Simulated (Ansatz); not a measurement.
**CH₃AlBrF (SMILES [CH3][Al]([F])[Br]): density, localisation and related maps**

Input

```
basis:
  gaussian:
    orbitals: def2-TZVPD
crystal:
  periodic: [false, false, false]
  atoms:
    - {symbol: C, position_ang: [-0.086352, 1.683055, 1.070068]}
    - {symbol: Al, position_ang: [0.827522, 0.465750, 2.256186]}
    - {symbol: Br, position_ang: [-0.219415, -0.828322, 3.765288]}
    - {symbol: F, position_ang: [2.483700, 0.322654, 2.205599]}
    - {symbol: H, position_ang: [0.126446, 1.426129, 0.019533]}
    - {symbol: H, position_ang: [-1.176033, 1.667629, 1.217927]}
    - {symbol: H, position_ang: [0.272184, 2.713265, 1.228441]}
hamiltonian:
  xc: pbe0
output: {forces: true, orbitals: {seedname: orbitals}}
```

Command:

```sh
ansatz run input.yaml --threads 2 --pin off --max-ram 4350MiB --events-out events.jsonl --progress --plain --runs-dir runs
```

Geometry: PBE0-D3(BJ)/def2-SVP.

Level of theory: isolated molecule in a Gaussian basis; Kohn-Sham density functional theory, functional PBE0 in Ansatz.

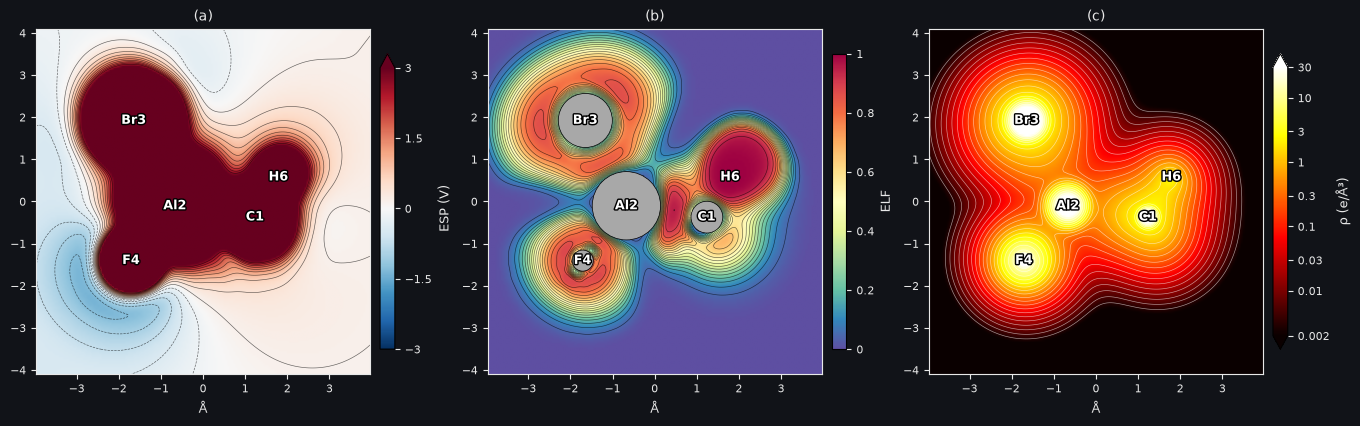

Figure 1. (a) molecular electrostatic potential; (b) electron localisation function; (c) electron density on the plane of atoms Br3, Al2 and F4. Grey discs cover the atomic cores in the ELF map.

Question: Read the bonding off the picture.

Answer: The section cuts through C, Al, Br, F and H sites. Al–F (1.66 Å): the density is about 0.87 e/Å³ at the midpoint; the ELF peaks at about 0.85 in the valence shell of F, 0.7 Å from its nucleus, and is about 0.35 at the midpoint. C–Al (1.93 Å): ρ at the midpoint is about 0.75 e/Å³; the ELF peaks at about 0.95 between the atoms; a polar covalent bond. Al–Br (2.25 Å): the density is about 0.67 e/Å³ at the midpoint; the ELF peaks at about 0.85 in the valence shell of Br, 1.1 Å from its nucleus, and is about 0.85 at the midpoint. C–H (1.10 Å): ρ at the midpoint is about 1.9 e/Å³; the ELF climbs to about 1 towards the hydrogen, as it does in any bond to H (an ordinary covalent bond to hydrogen). The ELF also peaks beside F4 and Br3, away from the bonds: lone-pair regions. Outside the dense part of the molecule the potential is most negative (−1.4 V) near F4.

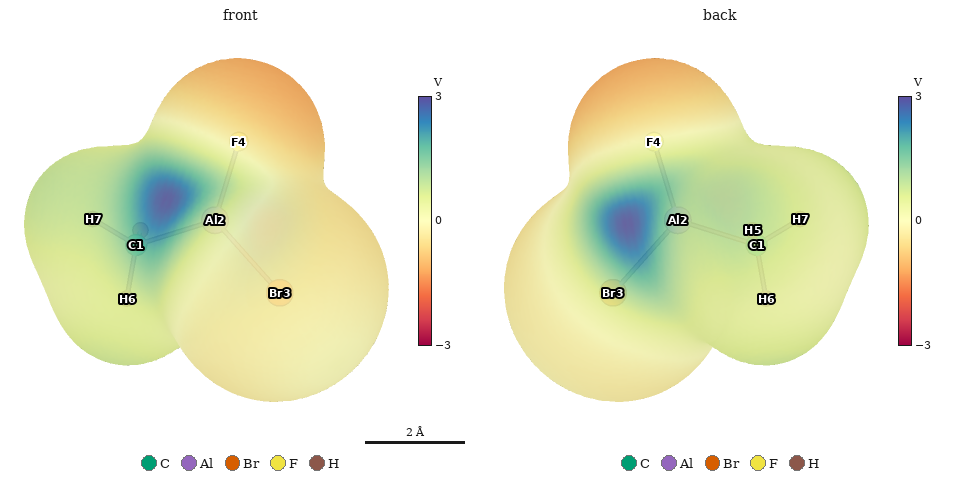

Figure 2. The molecular electrostatic potential painted on the density surface at 0.001 e/bohr³, seen from the front and from behind; red is negative and blue positive.

Question: Which sites attract a positive test charge, and which a negative one?

Answer: A positive charge is drawn to the negative regions and a negative charge to the positive ones. The most negative region (about −1.1 V) lies over F4, the most positive (about +2.8 V) over Al2.

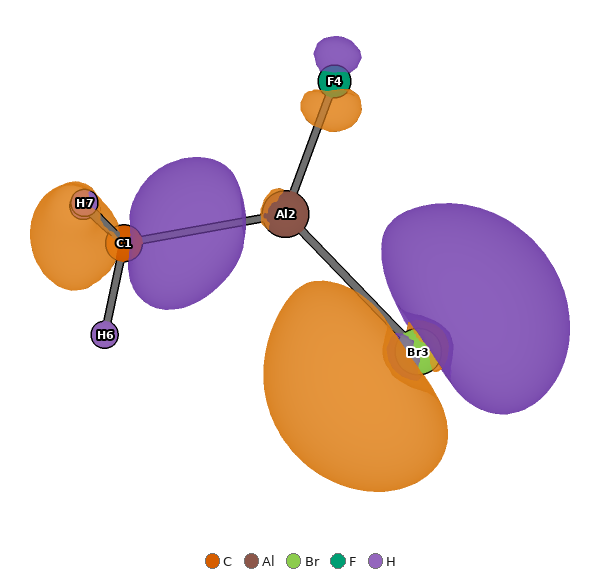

Figure 3. One frontier orbital at ±0.1 Å⁻³ᐟ² (orange and purple are the two phases), seen across its widest extent.

Question: Which orbital is it: HOMO or LUMO?

Answer: The HOMO, at −8.64 eV. Its weight (Hirshfeld) is mainly on Br3 (about 80 %) and C1 (about 10 %); largely a lone pair of Br3.
